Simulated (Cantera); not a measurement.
Input: 1 mol Nb, 1.6 mol H2O, at 59.0 Pa.

Equilibrium computed with Cantera from the NASA thermochemical tables; the gas is ideal and each condensed phase is pure. Candidate condensed phases: H2O, Nb, NbO, NbO2, Nb2O5; 12 gas species. Mutual solubility and eutectic melting of coexisting phases are not modelled. NbO: taken at fixed stoichiometry. Condensed phases not in the tables: the oxides between NbO2 and Nb2O5. Kinetics and transport are ignored.

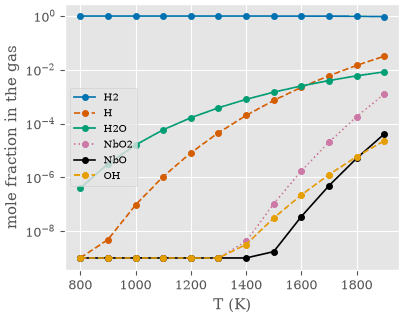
Fig. 1. Equilibrium gas composition (values under 1e-9 drawn at 1e-9)

From 800 K to 1900 K the condensed part is NbO(s) + NbO2(s).
